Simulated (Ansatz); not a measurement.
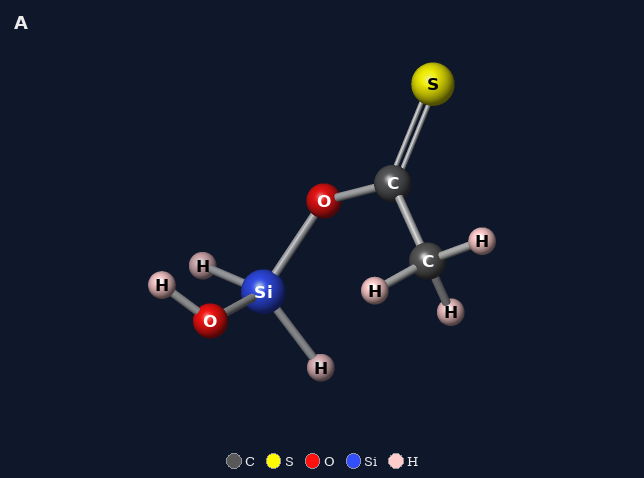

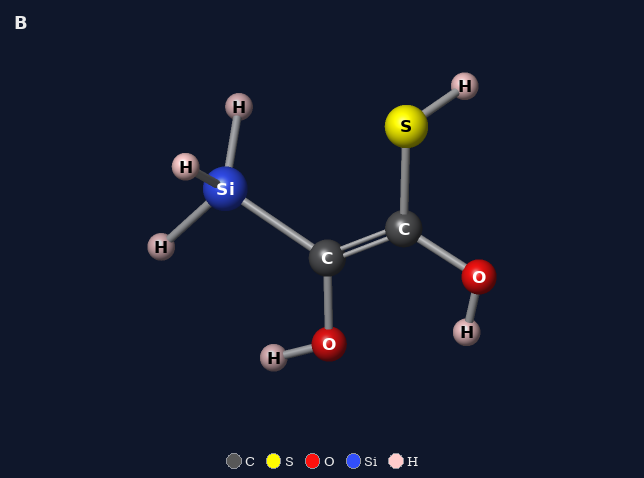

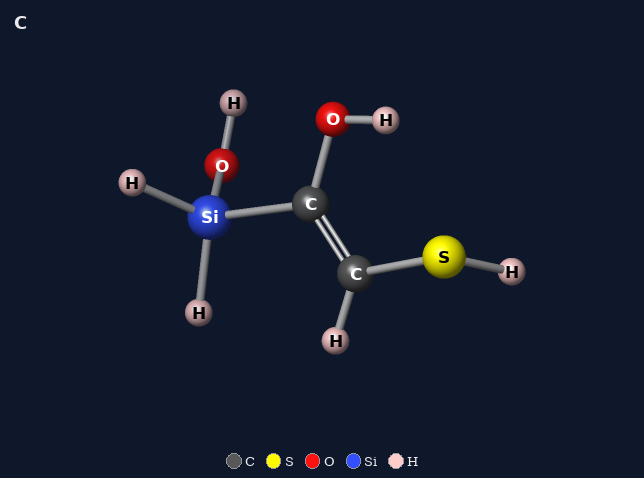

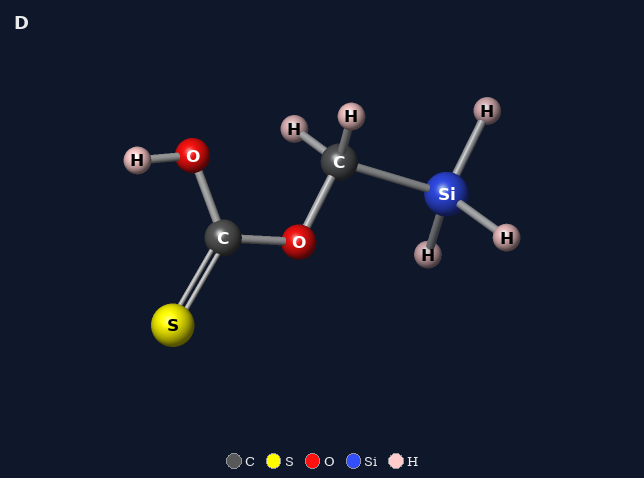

4 stationary structures of one formula. Geometries: PBE0-D4/def2-TZVP. Electronic energies: CCSD(T)/CBS (MP2 limit from def2-TZVPP and def2-QZVPP plus CCSD(T) − MP2) (Ansatz 0.2.0), without zero-point energy. No frequency run is at hand to confirm each as a minimum. Each is one conformer, not always the lowest.

How are they related?

Answer. They are constitutional isomers of C2H6O2SSi: A `CC(=S)O[SiH2]O`, B `O/C([SiH3])=C(\O)S`, C `O[SiH2]/C(O)=C/S`, D `OC(=S)OC[SiH3]`.

Which structure is the most stable?

Answer. A is lowest; C lies 136.4 kJ/mol above it, D lies 276.7 kJ/mol above it, B lies 304.5 kJ/mol above it.
